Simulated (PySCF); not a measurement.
Ga(Me)(OMe)(NH2), SMILES [NH2][Ga]([CH3])[O]C (C2H8GaNO), singlet at its CAM-B3LYP/def2-SVP optimised geometry (Å):

```
13

Ga     0.1980     0.2056     0.0000
C      2.1433     0.2056     0.0000
H      2.5148    -0.3287     0.8864
H      2.5587     1.2226     0.0033
H      2.5161    -0.3244    -0.8884
O     -0.6282    -1.3796    -0.0113
C     -2.0052    -1.5923    -0.0151
H     -2.5587    -0.8785    -0.6581
H     -2.2265    -2.6046    -0.3964
H     -2.4448    -1.5251     0.9992
N     -0.9012     1.6442     0.0000
H     -0.5807     2.6046    -0.0179
H     -1.9123     1.5890     0.0187
```

Computed with CAM-B3LYP/def2-TZVP run with PySCF.

Map of the Laplacian of the electron density (e/bohr⁵), clipped to [-1.50, 1.50] on the plane z = 1.0 Å:

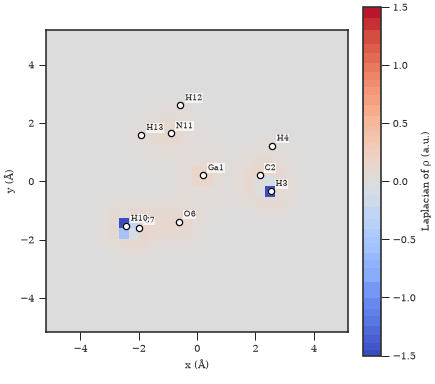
*Laplacian of the electron density (e/bohr⁵), clipped to [-1.50, 1.50] on the plane z = 1.0 Å.*
